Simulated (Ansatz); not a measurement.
C2H6Si2 (SMILES C[Si]#[Si]C)

```yaml
atoms:
  - { symbol: C, position_ang: [-0.9220, 2.3312, -1.0329] }
  - { symbol: Si, position_ang: [-0.8396, 0.5147, -0.4114] }
  - { symbol: Si, position_ang: [0.8307, -0.5069, 0.4369] }
  - { symbol: C, position_ang: [0.9247, -2.3335, 1.0255] }
  - { symbol: H, position_ang: [-1.0057, 2.3672, -2.1316] }
  - { symbol: H, position_ang: [-1.7883, 2.8501, -0.5894] }
  - { symbol: H, position_ang: [-0.0034, 2.8589, -0.7271] }
  - { symbol: H, position_ang: [1.3144, -2.3866, 2.0559] }
  - { symbol: H, position_ang: [-0.0882, -2.7691, 1.0107] }
  - { symbol: H, position_ang: [1.5775, -2.9262, 0.3635] }
```

Method: RKS revPBE-D4/6-31G* (Ansatz 0.2.0).

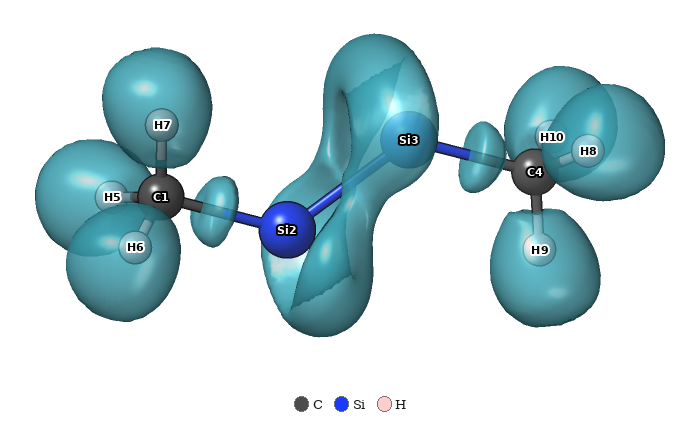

Figure 1. Isosurface of the electron localisation function at 0.85 (cyan), seen at a tilt. Only the valence region is drawn (cores and ρ < 0.01 e/Å³ removed).

Q: Describe the localisation domains.

A: The surface consists of two regions between bonded C–Si atoms (shared pairs), one region between bonded Si–Si atoms (shared pairs) and six regions around hydrogen nuclei.


C–Si (1.92 Å): the ELF peaks at about 0.95 between the atoms, as expected for a covalent bond. Si–Si (2.13 Å): the ELF peaks at about 0.80 between the atoms, as expected for a covalent bond.

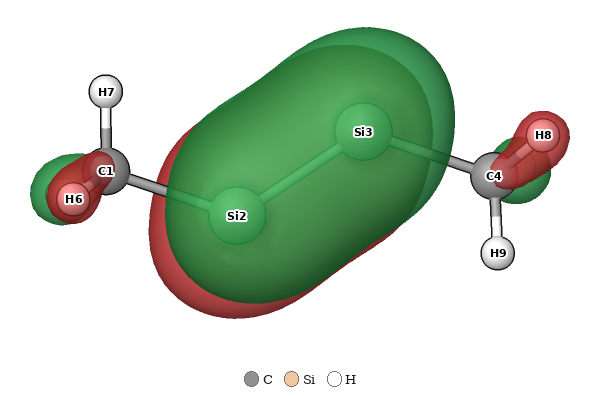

Figure 2. The HOMO at ±0.08 Å⁻³ᐟ² (green and red are the two phases), seen across its widest extent.

Q: Describe this orbital and give its energy.

A: Its weight (Hirshfeld) is mainly on Si2 (about 45 %) and Si3 (about 45 %); π-bonding across Si2–Si3. Its energy is −4.31 eV.

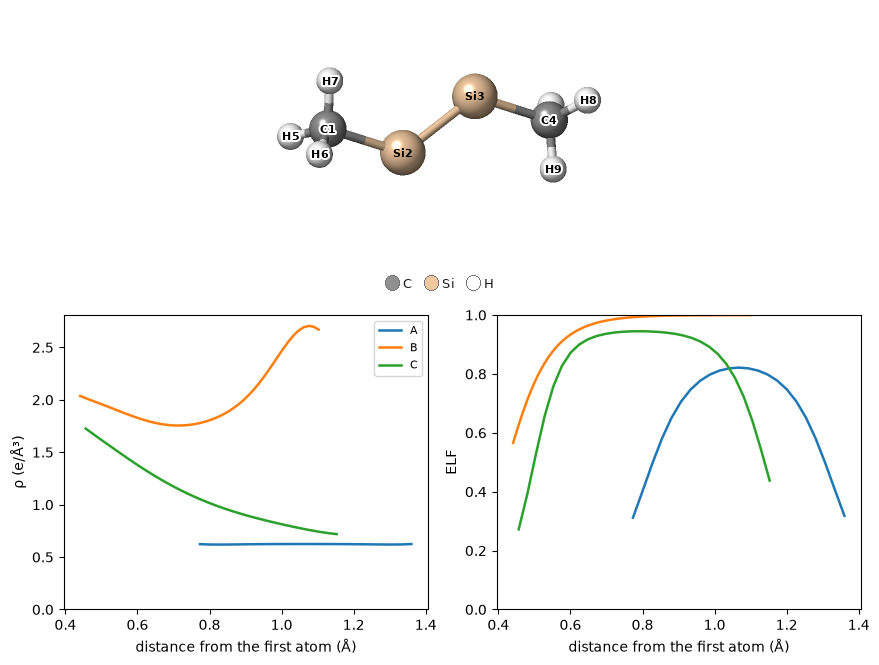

Figure 3. Total electron density and electron localisation function along straight lines between neighbouring atoms. The curves leave out the atomic cores. The structure is drawn too.

Q: Which curve belongs to which contact (C–H, C–Si and Si–Si)? The first atom named is at distance zero.

A: Curve A: Si–Si (2.13 Å): the density is about 0.62 e/Å³ at the midpoint; the ELF peaks at about 0.80 between the atoms (a shared electron pair). Curve B: C–H (1.10 Å): ρ at the midpoint is about 1.9 e/Å³; the ELF climbs to about 1 towards the hydrogen, as it does in any bond to H: an ordinary covalent bond to hydrogen. Curve C: C–Si (1.92 Å): ρ is about 0.85 e/Å³ halfway; the ELF peaks at about 0.95 between the atoms (a shared electron pair).

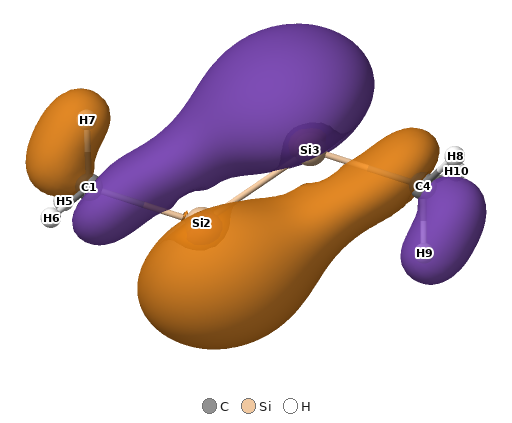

Figure 4. The HOMO−1 at ±0.08 Å⁻³ᐟ² (orange and purple are the two phases), seen across its widest extent.

Q: Where does this orbital lie, and at what energy?

A: Its weight (Hirshfeld) is mainly on Si2 (about 40 %), Si3 (about 40 %), C1 (about 5 %) and C4 (about 5 %). Its energy is −5.45 eV.
